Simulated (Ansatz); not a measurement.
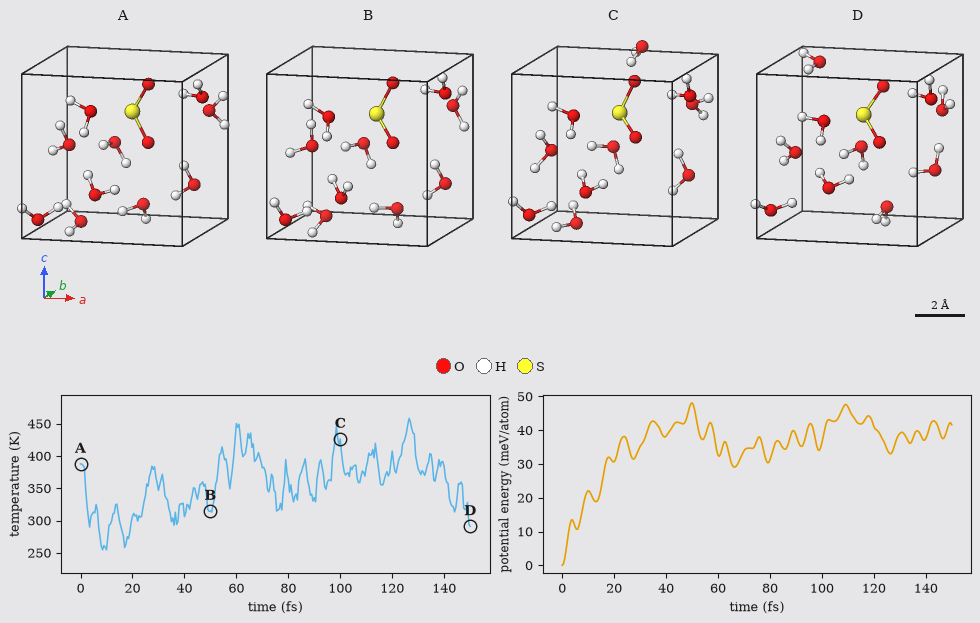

Molecular dynamics of a periodic cell with 10 H2O + 1 SO2 at 1.205 g/cm³, 150 fs long. Frames (A at 0 fs, B at 50 fs, C at 100 fs, D at 150 fs) and the history of the run. A ball-and-stick model of the simulation cell, seen slightly off an axis. Atoms that leave the cell re-enter on the other side.

The calculation used DFT PBE, scalar-relativistic, plane waves, PAW in Ansatz 0.2.0. Set-up: plane-wave cutoff 420 eV; k-point mesh 1 × 1 × 1; Fermi-Dirac smearing 0.02 eV; Langevin thermostat (NVT); set temperature 400 K; time step 0.5 fs; H given the mass 2.014 u; friction 0.02 per fs.

The input:
```yaml
crystal:
  lattice:
    - [6.956189, 0.0, 0.0]
    - [0.0, 6.956189, 0.0]
    - [0.0, 0.0, 6.956189]
  atoms:
    - { symbol: O, position: [0.15860021, 0.72459319, -0.01415655] }
    - { symbol: H, position: [0.05850961, 0.75549305, 0.08138774] }
    - { symbol: H, position: [0.12527496, 0.59164819, -0.05414976] }
    - { symbol: O, position: [0.38341717, 0.14528268, 0.76239195] }
    - { symbol: H, position: [0.36533343, 0.06357642, 0.64691677] }
    - { symbol: H, position: [0.25567348, 0.1531905, 0.82038852] }
    - { symbol: O, position: [0.1454297, 0.51399603, 0.48604015] }
    - { symbol: H, position: [0.02707877, 0.57180426, 0.43658846] }
    - { symbol: H, position: [0.10476086, 0.45762477, 0.61166247] }
    - { symbol: O, position: [0.49237308, 0.91632305, 1.07505885] }
    - { symbol: H, position: [0.48105592, 1.01128974, 0.96912904] }
    - { symbol: H, position: [0.38929124, 0.82307597, 1.0426896] }
    - { symbol: O, position: [0.83620348, 0.81885577, 0.22570231] }
    - { symbol: H, position: [0.78887973, 0.76189622, 0.34852597] }
    - { symbol: H, position: [0.71438809, 0.84225637, 0.1512143] }
    - { symbol: O, position: [0.31190633, 0.92147812, 0.44089621] }
    - { symbol: H, position: [0.37797279, 0.94028924, 0.31491915] }
    - { symbol: H, position: [0.28149176, 0.78328408, 0.44714964] }
    - { symbol: O, position: [0.91689332, 0.86055032, 0.67337118] }
    - { symbol: H, position: [1.01448186, 0.82480399, 0.77269668] }
    - { symbol: H, position: [0.9919535, 0.93451606, 0.57893703] }
    - { symbol: O, position: [0.05799431, 0.13426959, 0.09056268] }
    - { symbol: H, position: [0.17182769, 0.17898561, 0.1644498] }
    - { symbol: H, position: [-0.01552501, 0.04477973, 0.17062552] }
    - { symbol: O, position: [1.00621998, 0.40038902, 0.83616242] }
    - { symbol: H, position: [1.00798327, 0.29248526, 0.93188733] }
    - { symbol: H, position: [0.87438672, 0.45011006, 0.84187757] }
    - { symbol: O, position: [0.35911424, 0.32613323, 0.22321934] }
    - { symbol: H, position: [0.29520834, 0.39620215, 0.32923579] }
    - { symbol: H, position: [0.4893751, 0.3006701, 0.26504811] }
    - { symbol: S, position: [0.52523923, 0.55871259, 0.69918343] }
    - { symbol: O, position: [0.63382826, 0.52945816, 0.87580496] }
    - { symbol: O, position: [0.63018806, 0.53489776, 0.51927504] }
basis:
  ecutwfc: 420.0
kpoints:
  mp_grid: { grid: [1, 1, 1] }
hamiltonian:
  xc: pbe
scf:
  occupations: { method: fermi_dirac, width: 0.02 }
  lower_state_search: "off"
md:
  timestep: 0.5
  n_steps: 300
  ensemble: nvt_langevin
  temperature: 400.0
  initial_velocities: maxwell_boltzmann
  seed: 166357
  friction: 0.02
  masses: [{ species: H, mass: 2.014 }]
```

Command:
```bash
ansatz run input.yaml --threads 1 --pin off --max-ram 3072MiB --backend cpu --events-out ev --progress --plain --runs-dir out
```

Q: Describe the run.

A: In the second half of the run the atoms are, in the root-mean-square, this far from where they began (common drift taken out): H 0.56 Å, O 0.48 Å, S 0.28 Å. The heavy atoms stay within a fraction of a molecule's size of their starting places; so short a run doesn't tell a liquid from a solid. The mean temperature in the second half is 373 K (standard deviation 33 K). The potential energy in the second half lies on average 39.1 meV per atom above the first frame.

Limits of the set-up: masses were changed (H 2.014 u), which shifts the vibrations; the periodic images lie only 7.0 Å apart, so the values are limited by the cell's size.

The run took 4.1 min on 1 thread of AMD EPYC 9R45 96-Core Processor (Zen 5), on a shared host, peak memory 0.48 GiB.
